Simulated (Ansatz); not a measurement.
## Strength of the B–Se bond: BH3(SeH2) → BH3 + H2Se

Species: BH3(SeH2), singlet; BH3 (borane) `B`, singlet; H2Se `[SeH2]`, singlet. 

Shapes, held fixed at every level: PBE0-D4/def2-TZVP. Programs: Ansatz 0.2.0. The zero-point and thermal change to 298 K, harmonic and unscaled (PBE0-D4/def2-TZVP), is -10.2 kJ/mol.

```csv
level,kind,ΔH(298 K) (kJ/mol),less CCSD(T)/def2-TZVPP,CPU time (sum over the molecules)
HF/def2-SVP,Hartree–Fock,-7.8,-57.4,–
r2SCAN-D4/def2-TZVPP,meta-GGA,+65.4,+15.8,12 s
BHLYP-D4/def2-TZVPP,global hybrid,+37.9,-11.7,7.5 s
r2SCAN0-D4/def2-TZVPP,global hybrid,+61.5,+11.9,11 s
MP2/def2-TZVPP,perturbation theory,+54.7,+5.1,–
CCSD(T)/def2-SVP,coupled cluster or CI,+43.8,-5.8,7.3 s
CCSD(T)/def2-TZVPP,coupled cluster or CI,+49.6,0.0,44 s
```

The highest level, CCSD(T)/def2-TZVPP, gives ΔH(298 K) = +49.6 kJ/mol; the levels span -7.8 to +65.4. They disagree on the sign: 6 of 7 are positive. Both fragments are taken as closed shells, so no electrons are unpaired. The column of differences is taken from that level and isn't an error. No measured value is set beside it here. Relativity is left out for Se. Outer-core shells of Se are correlated in most correlated rows, in sets that cover them unevenly. Times are processor times on shared x86 and Arm servers, and rough.

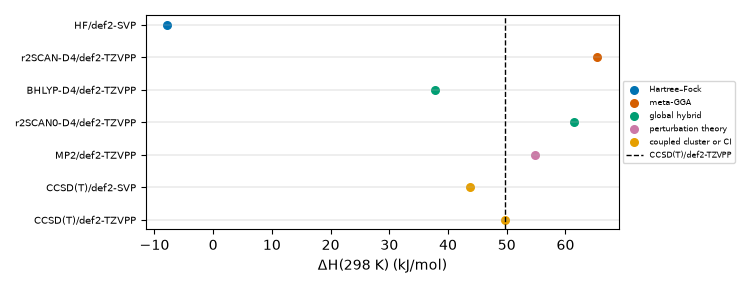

The values of the table, level by level.
